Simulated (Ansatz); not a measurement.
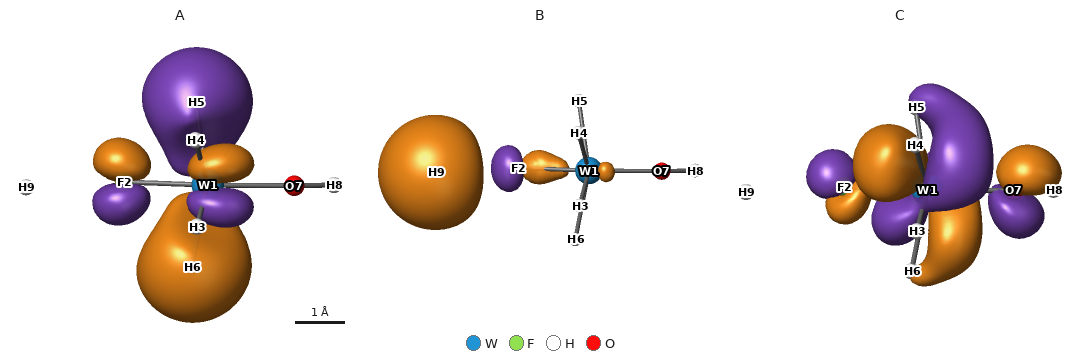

FH5OW···H (doublet). Three frontier orbitals at ±0.1 Å⁻³ᐟ² (orange and purple are the two phases), in no order.

Core potentials replace the inner electrons of W.

All numbers below come from UKS PBE0/def2-SVP (Ansatz 0.2.0).

```yaml
atoms:
  - { symbol: W, position_ang: [0.0535, 0.0738, -0.1079] }
  - { symbol: F, position_ang: [-0.6233, -0.5344, 1.5109] }
  - { symbol: H, position_ang: [1.6509, 0.4010, 0.2817] }
  - { symbol: H, position_ang: [0.3750, 1.6601, 0.3478] }
  - { symbol: H, position_ang: [-1.3116, 1.1397, 0.1451] }
  - { symbol: H, position_ang: [0.9314, -1.4341, 0.1357] }
  - { symbol: O, position_ang: [0.0249, 0.0804, -1.9208] }
  - { symbol: H, position_ang: [-0.2816, -0.1651, -2.8014] }
  - { symbol: H, position_ang: [-0.2914, -0.4289, 3.6119] }
```

Q: Order the three orbitals by energy and name them. All are α orbitals.

A: B is the HOMO−1 (α) (−7.96 eV). It lies mainly on H9 (about 90 %) and F2 (about 5 %). A is the HOMO (α) (−7.21 eV). By Hirshfeld shares it lies mainly on W1 (about 30 %), H6 (about 30 %), H5 (about 25 %) and F2 (about 10 %). C is the LUMO (α) (−2.35 eV). Its weight (Hirshfeld) is mainly on W1 (about 65 %), O7 (about 15 %) and F2 (about 10 %).

Q: What is the gap between the highest occupied and lowest empty α orbitals?

A: 4.86 eV between the orbital energies.
